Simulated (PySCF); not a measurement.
## A study: C4H5, doublet, SMILES `C[C]1C=C1`

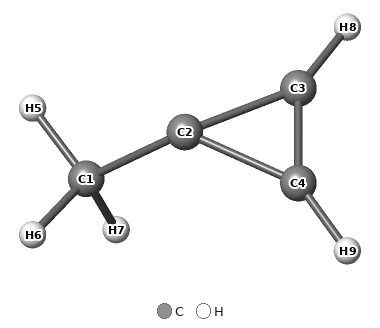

The molecule, with its atoms numbered as below. No frequency check shows the geometry to be a minimum.

Cartesian coordinates (Å):

```
C1       1.5418   -0.0003   -0.1133
C2       0.1570    0.0001    0.4373
C3      -1.0620   -0.6616   -0.0501
C4      -1.0620    0.6616   -0.0499
H5       2.0802   -0.8836    0.2264
H6       2.0802    0.8834    0.2267
H7       1.5439    0.0021   -1.2106
H8      -1.5765   -1.5606   -0.2937
H9      -1.5765    1.5606   -0.2932
```

## 1. Bonding charge

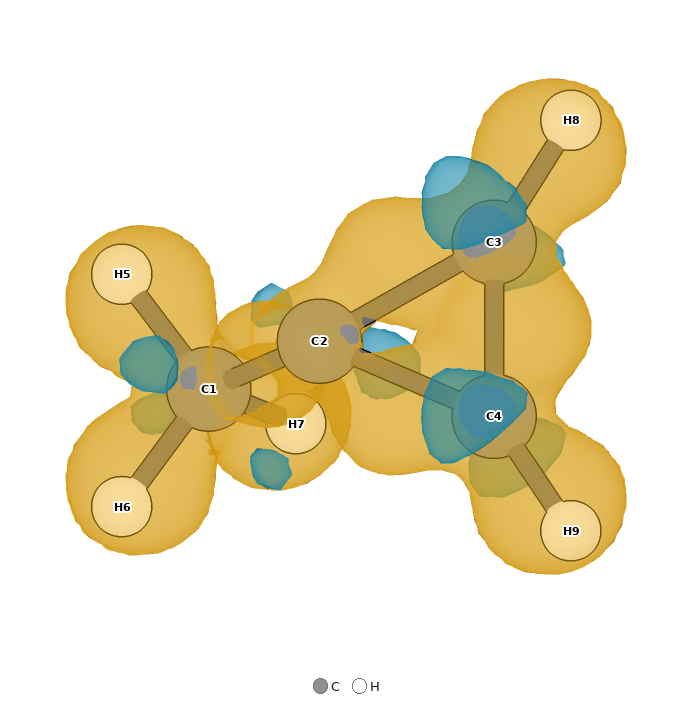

Deformation density (molecule less spherical, spin-averaged free atoms at the same positions), surfaces at ±0.1 e/Å³; yellow: gain, teal: loss.

Method: CAM-B3LYP/def2-SVPD; geometry: GFN2-xTB; program: PySCF. The stability of the open-shell solution wasn't checked. GFN2-xTB doesn't know the spin state, so this open-shell geometry is rough.

Describe the bonding that the map shows.

Answer. C3–H8 and C4–H9: +0.76 e/Å³ at the bond critical point (bond length 1.06 Å). C1–H5 and C1–H6: +0.69 e/Å³ at the bond critical point (bond length 1.09 Å). C1–H7: +0.66 e/Å³ at the bond critical point (bond length 1.10 Å). C3–C4: +0.60 e/Å³ at the bond critical point (bond length 1.32 Å). C1–C2: +0.47 e/Å³ at the bond critical point (bond length 1.49 Å). C2–C4 and C2–C3: +0.33 e/Å³ at the bond critical point (bond length 1.47 Å). In all, 2.0 electrons gather in the regions of gain relative to the promolecule.

Where do the Hirshfeld charges lie?

Answer. The highest Hirshfeld charge is on H8 and H9 (+0.07 e), the lowest on C1 (−0.12 e).

```csv
atom,charge (e)
C1,−0.12
C2,−0.06
C3,−0.04
C4,−0.04
H5,+0.04
H6,+0.04
H7,+0.03
H8,+0.07
H9,+0.07
```

## 2. Electrostatic potential

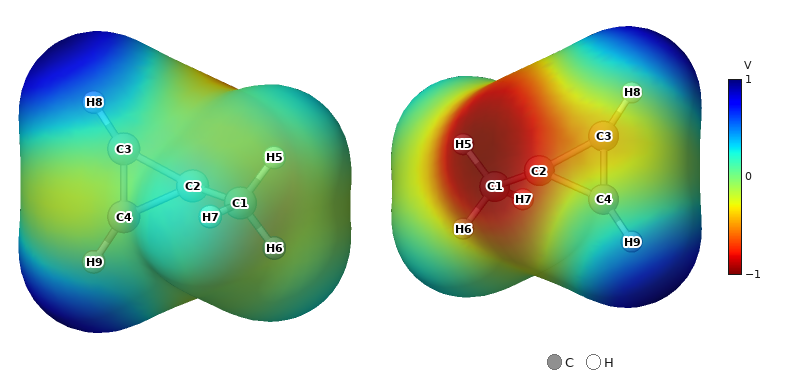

Electrostatic potential on the surface of electron density 0.001 a.u. (back view left, front view right).

Where are the extremes of the potential on the surface?

Answer. Highest: 0.98 V, 1.3 Å from H8. Further maxima include 0.29 V, 1.3 Å from H5, and at like points elsewhere; 0.28 V, 1.4 Å from H7. Lowest: −1.00 V, 2.1 Å from C2. Further minima include −0.19 V, off the C3–C4 bond (2.2 Å from its atoms). The surface is sampled at points, so like sites can differ by a few per cent and only the strongest of them is named.

What volume does the surface enclose, and what is the dipole moment?

Answer. About 92 Å³; the dipole moment is 1.2 D.

## 3. Spin density

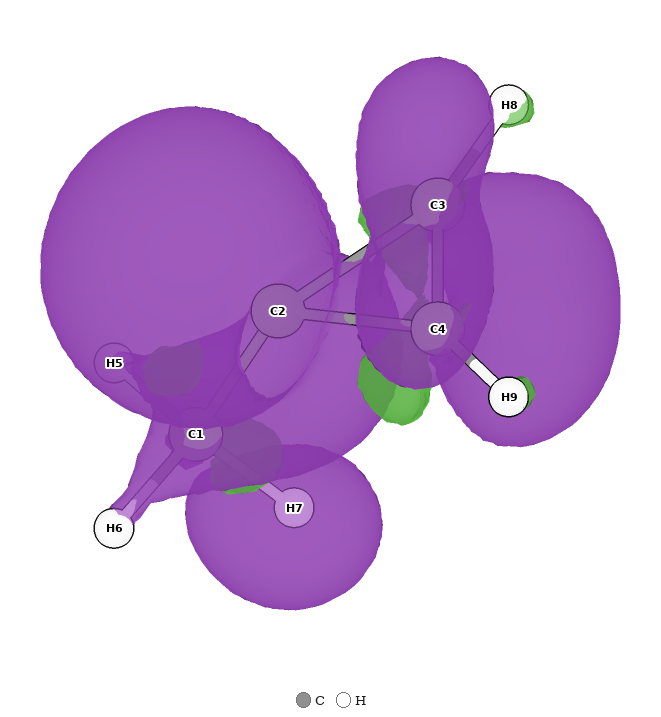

Spin density ρα − ρβ at ±0.01 e/Å³ (purple: excess α, green: excess β).

How is the spin shared among the atoms?

Answer. Hirshfeld spin populations: C2 +0.64, C3 and C4 +0.11, C1 +0.07 and H7 +0.04. ⟨S²⟩ = 0.75, as for a pure state. The picture also shows regions of β spin from spin polarisation; the Hirshfeld sums, whose atoms overlap, net them against the α spin of neighbours.

## 4. In an electric field

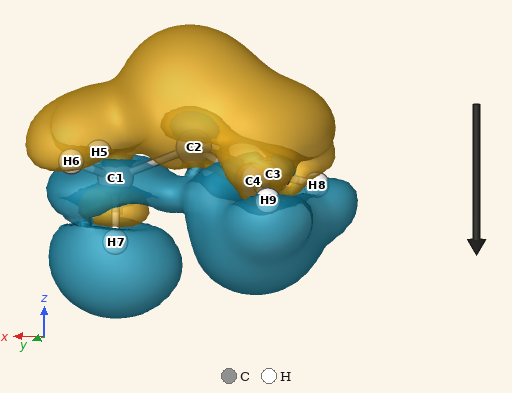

Change of the electron density in a uniform field of 0.10 V/Å along −z (arrow), surfaces at ±0.0003 e/Å³ (yellow: gain, teal: loss).

Method: CAM-B3LYP/6-311+G**; geometry: GFN2-xTB; program: PySCF. The basis has diffuse s and p functions alone, which still leaves polarisabilities too small, most of all across bonds. The stability of the open-shell solution wasn't checked. GFN2-xTB doesn't know the spin state, so this open-shell geometry is rough.

The field was applied in both directions; the picture shows the one opposite to the script's first.

How large is the response?

Answer. The induced dipole is 0.20 D (along the field); α along this axis, from the fields in both directions, is 39 bohr³ (5.7 Å³).

## 5. Removing or adding an electron

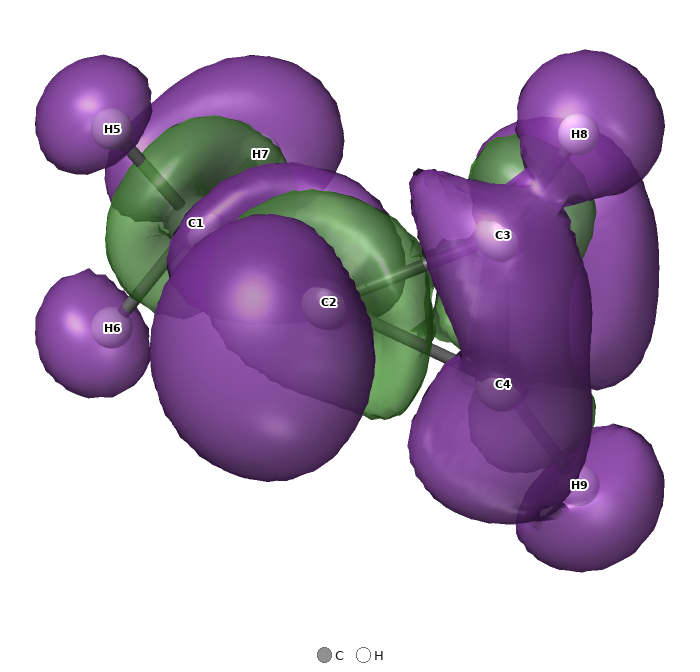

Fukui function f⁻ = ρ(N) − ρ(N−1) at fixed geometry, surfaces at ±0.02 e/Å³ (purple positive, green negative).

Method: B3LYP/6-31+G*; geometry: GFN2-xTB; program: PySCF. GFN2-xTB doesn't know the spin state, so this open-shell geometry is rough.

On which atoms does the density change most on removal of an electron?

Answer. f⁻ (Hirshfeld-condensed) is largest on C2 (0.26) and C3 and C4 (0.17 each); the vertical ionisation energy is 6.84 eV (to the singlet cation, which needn't be its lowest state). Condensed values hint at sites of electrophilic attack but needn't mark the atom that reacts. Orbital relaxation makes it negative in places (0.20 e in all).

```csv
atom,f⁻,charge
C1,+0.08,−0.10
C2,+0.26,−0.08
C3,+0.17,−0.04
C4,+0.17,−0.04
H5,+0.05,+0.04
H6,+0.05,+0.04
H7,+0.08,+0.03
H8,+0.07,+0.07
H9,+0.07,+0.07
```

The PySCF runs shown took 16 s, 37 s and 19 s on 1 thread of Intel(R) Xeon(R) CPU @ 2.60GHz (Ice Lake) (shared host).
